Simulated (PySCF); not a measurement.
Input file:

```
{"job": {"kind": "uv", "xc": "CAM-B3LYP", "basis": "def2-SVPD", "nstates": 8, "ntriplets": 3}, "charge": 0, "multiplicity": 1}
Si     2.266461    -0.046419    -1.211983
As     1.342364     0.933752     0.684098
Si    -0.652259     1.630968    -0.279293
C     -1.771111     0.074630    -0.199662
N     -1.404263    -0.727516     0.945512
Si     0.217461    -0.951750     1.475163
H      1.382581    -0.939606    -1.981376
H      3.444495    -0.849429    -0.846337
H      2.721143     0.991593    -2.149893
H     -0.623450     2.073695    -1.685041
H     -1.310892     2.699415     0.494980
H     -2.821900     0.360393    -0.108335
H     -1.681651    -0.497685    -1.135620
H     -2.058031    -1.475159     1.122346
H      0.118802    -1.050217     2.939517
H      0.822652    -2.217722     1.001656
```

Launched as:

```sh
OMP_NUM_THREADS=1 python probes_run.py task.json out
```

Geometry: GFN2-xTB.

These are results of CAM-B3LYP/def2-SVPD, SCF density, gas phase (PySCF 2.14.0), not measurements.

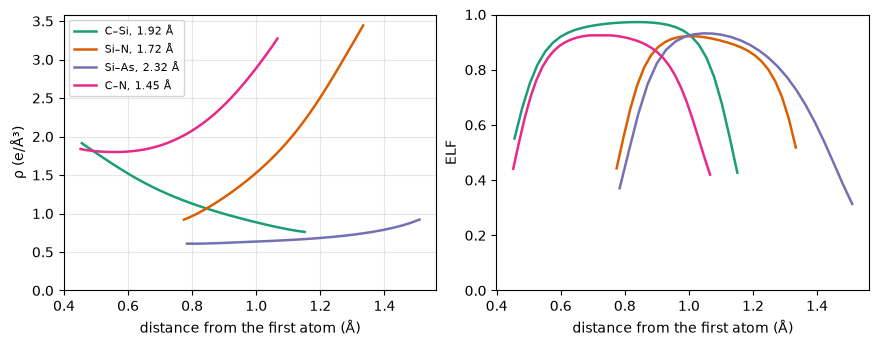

CH10AsNSi3 (SMILES [SiH3][As]1[SiH2]CN[SiH2]1). Total electron density and electron localisation function along straight lines between neighbouring atoms. The curves leave out the atomic cores.

Question: What kind of bonding do the profiles show?

Answer: C–Si (1.92 Å): ρ is about 0.93 e/Å³ halfway; the ELF peaks at about 1 between the atoms (localised, covalent bonding).
Si–N (1.72 Å): ρ at the midpoint is about 1.1 e/Å³; the ELF peaks at about 0.90 between the atoms (a shared but strongly polarised pair).
Si–As (2.32 Å): ρ is about 0.67 e/Å³ halfway; the ELF peaks at about 0.95 between the atoms, as expected for a shared electron pair.
C–N (1.45 Å): ρ is about 1.9 e/Å³ halfway; the ELF peaks at about 0.90 between the atoms; a covalent bond.
